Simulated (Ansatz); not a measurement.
**BH3O (SMILES BO) at 6 levels**

Wanted: a comparison of 6 runs (wB97X/STO-3G, RPA@PBE/STO-3G, BCCD(T)/STO-3G, CCSDT/STO-3G, UCCSD(T)/STO-3G, FCI/STO-3G) of BH3O. 

The calculation is run with Ansatz 0.2.0.

46 further runs of the same task are left out: 46 set aside as unsound or not needed.

### Step 1. Starting point

BH3O: 5 atoms, total charge 0, spin state singlet. As SMILES, `BO`. The H5–O2 distance was set to 1.921 Å, away from the relaxed value. At this shape a bond of the SMILES string is far longer than usual.

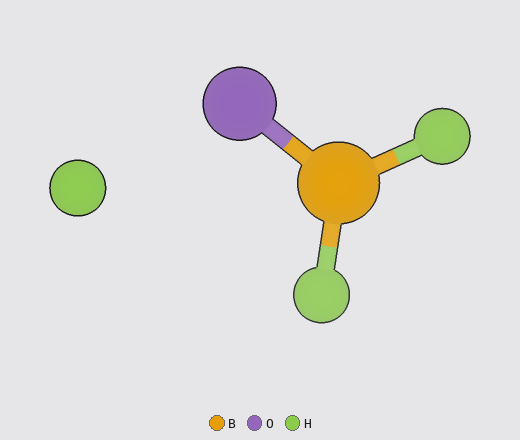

Viewed from a chosen angle; boron amber, oxygen purple, hydrogen green.

### Step 2. A single-point energy at wB97X/STO-3G (run 1)

The input, input.yaml:

```yaml
crystal:
  periodic: [false, false, false]
  atoms:
    - {symbol: B, position_ang: [-0.687113, -0.722811, 0.832322]}
    - {symbol: O, position_ang: [-0.047013, 0.431789, 1.103522]}
    - {symbol: H, position_ang: [-1.280813, -1.235511, 1.735422]}
    - {symbol: H, position_ang: [-0.651113, -1.198911, -0.270478]}
    - {symbol: H, position_ang: [0.874000, 1.171800, -0.411700]}
basis:
  gaussian:
    orbitals: STO-3G
hamiltonian:
  xc: {name: wB97X}
accuracy: high
```

On the command line:

```console
$ ansatz run input.yaml --threads 1 --pin off --max-ram 2610MiB --events-out events.jsonl --progress --plain --runs-dir runs
```

What it wrote:

```text
Warning: RAYON_NUM_THREADS=1 ignored (pool sized by the plan → 1); use --threads N
Functional definition: wB97X
  name "wB97X"
  parameter omega = 0.3/bohr
  parameter cx = 0.157706
  parameter cx1 = 0.726479
  parameter cx2 = 1.04760
  parameter cx3 = -5.70635
  parameter cx4 = 13.2794
  parameter css1 = -4.33879
  parameter css2 = 18.2308
  parameter css3 = -31.7430
  parameter css4 = 17.2901
  parameter cos1 = 2.37031
  parameter cos2 = -11.3995
  parameter cos3 = 6.58405
  parameter cos4 = -3.78132
  exchange = spin_sum(e_x_unif_sr(omega)*poly(b97_u_x, 1 - cx, cx1, cx2, cx3, cx4)) + cx*exact_x_sr(omega)
      + exact_x_lr(omega)
  correlation = spin_sum(e_c_pw_same_spin*poly(b97_u_same, 1, css1, css2, css3, css4))
      + integral(e_c_pw_opposite_spin*poly(b97_u_opposite, 1, cos1, cos2, cos3, cos4))
207 factors; integrals over basis functions are off by at most 2.1e-8 eV
122 factors; integrals over basis functions are off by at most 1.0e-9 eV
mean field evaluation 1: about -2726.9542 eV, gradient 2.6e1 eV
mean field evaluation 2: about -2721.8951 eV, gradient 5.0e1 eV
mean field evaluation 4: about -2729.9588 eV, gradient 3.7e-1 eV
mean field evaluation 8: about -2729.9008 eV, gradient 1.9e-2 eV
mean field evaluation 16: about -2729.9008 eV, gradient 3.1e-6 eV
mean field -2729.90082643 eV, -100.3220049782 hartree, gradient 6.0e-8 eV, S^2 0.000000; 0 other end points of the search recorded, 0 dependent functions left out
reference -2729.90082487 eV, -100.3220049206 hartree; 8, 8 occupied and 5, 5 virtual orbitals, 207 factors
Total energy: -2729.90082487 eV, -100.3220049206 hartree
```

It took 2.9 s on 1 thread of Arm Neoverse V1, shared host; peak memory 0.19 GiB.

### Step 3. The energy at RPA@PBE/STO-3G (run 2)

The input, input.yaml:

```yaml
crystal:
  periodic: [false, false, false]
  atoms:
    - symbol: B
      position_ang: [-0.687113, -0.722811, 0.832322]
    - symbol: O
      position_ang: [-0.047013, 0.431789, 1.103522]
    - symbol: H
      position_ang: [-1.280813, -1.235511, 1.735422]
    - symbol: H
      position_ang: [-0.651113, -1.198911, -0.270478]
    - symbol: H
      position_ang: [0.874000, 1.171800, -0.411700]
basis:
  gaussian: {orbitals: STO-3G}
hamiltonian: {xc: {name: PBE}}
correlation: {method: rpa, frozen_orbitals: {B: 1, H: 0, O: 1}}
accuracy: high
```

On the command line:

```console
$ ansatz run input.yaml --threads 1 --pin off --max-ram 2610MiB --events-out events.jsonl --progress --plain --runs-dir runs
```

What it wrote:

```text
Warning: RAYON_NUM_THREADS=1 ignored (pool sized by the plan → 1); use --threads N
Functional definition: PBE
  name "PBE"
  parameter kappa = 0.804
  parameter beta = 0.06672455060314922
  exchange = pbe_x(kappa = kappa, mu = beta*pi^2/3)
  correlation = pbe_c(beta = beta)
207 factors; integrals over basis functions are off by at most 2.1e-8 eV
mean field evaluation 1: about -2727.6226 eV, gradient 8.7e0 eV
mean field evaluation 2: about -2727.5478 eV, gradient 8.7e0 eV
mean field evaluation 4: about -2727.4902 eV, gradient 1.2e1 eV
mean field evaluation 8: about -2727.9911 eV, gradient 5.6e-2 eV
mean field -2727.99115021 eV, -100.2518256714 hartree, gradient 1.2e-8 eV, S^2 0.000000; 0 other end points of the search recorded, 0 dependent functions left out; unrestricted orbitals would lower it
mean field evaluation 16: about -2714.1944 eV, gradient 9.5e0 eV
unrestricted determinant -2717.28846275 eV, -99.8585091618 hartree, S^2 0.9491
2 core orbitals not correlated: weight in the atoms' cores, before any rotation towards them, 1.000 or more for the frozen orbitals, at most 0.000 for the correlated occupied ones
reference -2713.01191924 eV, -99.7013490865 hartree; 6, 6 occupied and 5, 5 virtual orbitals, 207 factors
Total energy: -2721.22936926 eV, -100.0033348049 hartree
```

It took 1.1 s on 1 thread of Arm Neoverse V1, shared host.

### Step 4. The energy at BCCD(T)/STO-3G (run 3)

The input, job.yaml:

```yaml
crystal:
  periodic: [false, false, false]
  atoms:
    - {symbol: B, position_ang: [-0.687113, -0.722811, 0.832322]}
    - {symbol: O, position_ang: [-0.047013, 0.431789, 1.103522]}
    - {symbol: H, position_ang: [-1.280813, -1.235511, 1.735422]}
    - {symbol: H, position_ang: [-0.651113, -1.198911, -0.270478]}
    - {symbol: H, position_ang: [0.874000, 1.171800, -0.411700]}
basis:
  gaussian: {orbitals: STO-3G}
correlation: {method: bccd_t, frozen_orbitals: {B: 1, H: 0, O: 1}}
accuracy: high
scf: {omitted_lower_state_checks: [cluster_reference, increment]}
```

On the command line:

```console
$ ansatz run job.yaml --threads 1 --pin off --max-ram 2610MiB --events-out events.jsonl --progress --plain --runs-dir runs
```

What it wrote:

```text
Warning: RAYON_NUM_THREADS=1 ignored (pool sized by the plan → 1); use --threads N
[... 11 lines left out ...]
2 core orbitals not correlated: weight in the atoms' cores, before any rotation towards them, 1.000 or more for the frozen orbitals, at most 0.000 for the correlated occupied ones
[... 32 lines left out ...]
WARN: these amplitudes may be one of several solutions (largest doubles amplitude 0.50, level shift 6.24 eV)
Total energy: -2720.19150154 eV, -99.9651938696 hartree
Checks for a lower state left out: cluster_reference, increment
```

Run time: 0.14 s. Hardware: 1 thread of Arm Neoverse V1, shared host.

Runs 4 to 5 aren't shown in full; the table further down has their settings and results.

### Step 5. A single-point energy at FCI/STO-3G (run 6)

The input, run.yaml:

```yaml
crystal:
  periodic: [false, false, false]
  atoms:
    - {symbol: B, position_ang: [-0.687113, -0.722811, 0.832322]}
    - {symbol: O, position_ang: [-0.047013, 0.431789, 1.103522]}
    - {symbol: H, position_ang: [-1.280813, -1.235511, 1.735422]}
    - {symbol: H, position_ang: [-0.651113, -1.198911, -0.270478]}
    - {symbol: H, position_ang: [0.874000, 1.171800, -0.411700]}
basis:
  gaussian: {orbitals: STO-3G}
correlation: {method: fci, frozen_orbitals: {B: 1, H: 0, O: 1}}
accuracy: high
```

On the command line:

```console
$ ansatz run run.yaml --threads 1 --pin off --max-ram 2610MiB --events-out events.jsonl --progress --plain --runs-dir runs
```

What it wrote:

```text
Warning: RAYON_NUM_THREADS=1 ignored (pool sized by the plan → 1); use --threads N
Functional definition: HF
  name "HF"
  exchange = exact_x
  correlation = 0
207 factors; integrals over basis functions are off by at most 2.1e-8 eV
mean field evaluation 1: about -2709.3798 eV, gradient 2.8e1 eV
mean field evaluation 2: about -2709.4055 eV, gradient 2.8e1 eV
mean field evaluation 4: about -2713.4593 eV, gradient 3.1e0 eV
mean field evaluation 8: about -2713.4928 eV, gradient 5.2e-2 eV
mean field -2713.49285861 eV, -99.7190232824 hartree, gradient 1.9e-8 eV, S^2 0.000000; 0 other end points of the search recorded, 0 dependent functions left out; unrestricted orbitals would lower it
mean field evaluation 16: about -2714.3410 eV, gradient 1.2e1 eV
unrestricted determinant -2717.28846275 eV, -99.8585091618 hartree, S^2 0.9491
2 core orbitals not correlated: weight in the atoms' cores, before any rotation towards them, 1.000 or more for the frozen orbitals, at most 0.000 for the correlated occupied ones
reference -2713.49285861 eV, -99.7190232824 hartree; 6, 6 occupied and 5, 5 virtual orbitals, 207 factors
state -2720.21305887 eV, -99.9659860867 hartree
Total energy: -2720.21305887 eV, -99.9659860867 hartree
```

Run time: 1.1 s. Hardware: 1 thread of Arm Neoverse V1, shared host.

### Step 6. The series

| run | level | frozen core orbitals | energy (Eh) | wall time |
| --- | --- | --- | --- | --- |
| 1 | wB97X/STO-3G | – | -100.322005 | 2.9 s |
| 2 | RPA@PBE/STO-3G | 2 | -100.003335 | 1.1 s |
| 3 | BCCD(T)/STO-3G | 2 | -99.965194 | 0.14 s |
| 4 | CCSDT/STO-3G | 2 | -99.965985 | 0.22 s |
| 5 | UCCSD(T)/STO-3G | 2 | -99.961760 | 0.24 s |
| 6 | FCI/STO-3G | 2 | -99.965986 | 1.1 s |

### Step 7. Summary of results

| quantity | value |
| --- | --- |
| run 6: total energy | -99.96599 Eh |
| run 6: correlation energy (2 core orbitals frozen) | -247.0 mEh |

**Reading.** Against full CI in this basis: BCCD(T) +0.8 mEh; CCSDT +0.0 mEh; UCCSD(T) +4.2 mEh. In runs 2, 3, 4 the log says that unrestricted orbitals would lower the reference, so the values rest on an unstable closed-shell determinant (other closed-shell runs at this shape may share the fault). In runs 1, 2, 3, 4, 5, 6 the basis is minimal, so the values are rough. Spin contamination of the reference: run 5 ⟨S²⟩ = 0.95. Where it is this large, the reference is a mixture of spin states, and values that rest on it are in doubt. All runs together took 5.7 s, the longest 2.9 s.
